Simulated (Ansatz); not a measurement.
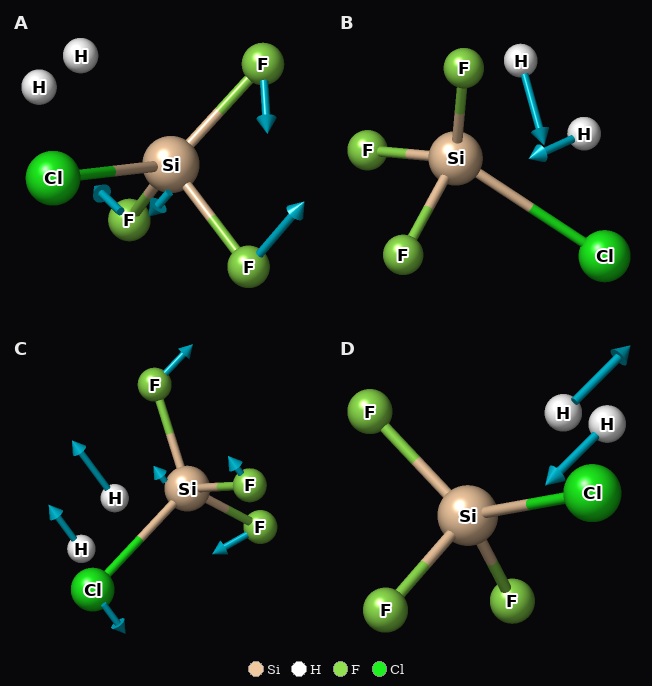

4 normal modes of one molecule or complex, as arrows. Harmonic vibrations computed with RKS PBE0-D4/def2-SVP (Ansatz 0.2.0) at a stationary point of the same level. It is a saddle point of order 1.

Question: Match the panels to the wavenumbers 116 cm⁻¹, 364 cm⁻¹, 1261 cm⁻¹, 1741 cm⁻¹.

Answer: A: 364 cm⁻¹, F–Si–F bending
B: 1261 cm⁻¹
C: 116 cm⁻¹, Cl–Si–F bending
D: 1741 cm⁻¹
